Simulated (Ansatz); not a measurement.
System: AsPd2S2.

```xyz
20
Lattice="9.9356 0.0000 0.0000 0.0000 3.6591 0.0000 -4.9242 0.0000 10.4408" Properties=species:S:1:pos:R:3 pbc="T T T"
Pd    3.6545    1.8295    1.8324
Pd    8.6223    0.0000    1.8324
Pd   -3.6109    0.0000    8.6084
Pd    1.3569    1.8295    8.6084
Pd    1.1396    1.8295    4.1544
Pd    6.1073    0.0000    4.1544
Pd   -1.0960    0.0000    6.2864
Pd    3.8718    1.8295    6.2864
As    3.8398    0.0000    0.1629
As    8.8076    1.8295    0.1629
As   -3.7962    1.8295   10.2779
As    1.1716    0.0000   10.2779
S     0.9304    0.0000    2.4807
S     5.8982    1.8295    2.4807
S    -0.8868    1.8295    7.9601
S     4.0810    0.0000    7.9601
S    -1.0801    1.8295    4.2640
S     3.8877    0.0000    4.2640
S     1.1237    0.0000    6.1768
S     6.0914    1.8295    6.1768
```

Space group C2/m; built by placing these elements on a known structure type; not relaxed (largest force 1.8 eV/Å); computed pressure about −4 GPa in this cell.

The calculation used DFT, PAW plane waves, r2SCAN (Ansatz 0.2.0).

Predict the electron localisation function between the atoms.

Pd–S (2.22 Å): the ELF peaks at about 0.85 in the valence shell of S, 0.8 Å from its nucleus, and is about 0.45 at the midpoint.
As–As (2.28 Å): the ELF peaks at about 0.80 between the atoms.
Pd–S (2.34 Å): the ELF peaks at about 0.85 in the valence shell of S, 0.8 Å from its nucleus, and is about 0.35 at the midpoint.

What Bader charges does the calculation give?

Electrons move from Pd and As towards S. Bader charges: Pd +0.16 to +0.45, As +0.18 and S −0.39 e.

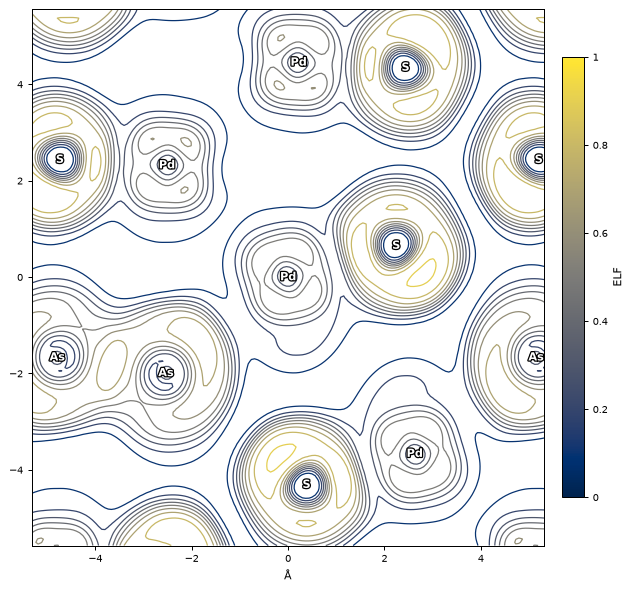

Computed electron localisation function on the (010) plane of the conventional cell. 

Core electrons are frozen (PAW), and the valence fields are smoothed inside the atomic spheres.
